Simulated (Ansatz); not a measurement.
```json
{"atom": "O", "x (Å)": "-1.7826", "y (Å)": "-1.2699", "z (Å)": "0.6193"}
{"atom": "B", "x (Å)": "-0.5402", "y (Å)": "-1.2630", "z (Å)": "0.2212"}
{"atom": "Si", "x (Å)": "0.3593", "y (Å)": "0.6777", "z (Å)": "-0.1282"}
{"atom": "H", "x (Å)": "0.2170", "y (Å)": "-2.2194", "z (Å)": "0.0006"}
{"atom": "H", "x (Å)": "-0.3570", "y (Å)": "1.5100", "z (Å)": "-1.2197"}
{"atom": "H", "x (Å)": "1.8442", "y (Å)": "0.9208", "z (Å)": "-0.5393"}
{"atom": "H", "x (Å)": "0.2461", "y (Å)": "1.6536", "z (Å)": "1.0671"}
```

The highest occupied orbital lies above zero, a sign that basis and functional describe the outermost electron poorly.

These are results of RKS PBE-D4/6-31G in Ansatz 0.2.0, not measurements.

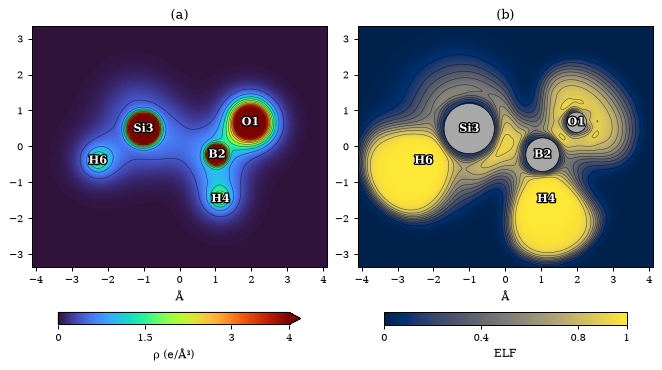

BH4OSi (SMILES [O-]B[SiH3]) (charge −1). (a) electron density; (b) ELF on the plane of atoms Si3, B2 and H4. Grey discs cover the atomic cores in the ELF map.

**Read the bonding off the picture.**

- The section cuts through O, B, Si and H sites.
- B–O (1.30 Å): ρ at the midpoint is about 2.2 e/Å³; the ELF peaks at about 0.90 between the atoms, as expected for a shared but strongly polarised pair.
- Si–B (2.17 Å): the density is about 0.55 e/Å³ at the midpoint; the ELF peaks at about 0.95 between the atoms (localised, covalent bonding).
- B–H (1.24 Å): ρ at the midpoint is about 1 e/Å³; the ELF climbs to about 1 towards the hydrogen, as it does in any bond to H (an ordinary covalent bond to hydrogen).
- Si–H (1.56 Å): the density is about 0.59 e/Å³ at the midpoint; the ELF climbs to about 1 towards the hydrogen.
- The ELF also peaks beside O1, away from the bonds: lone-pair regions.
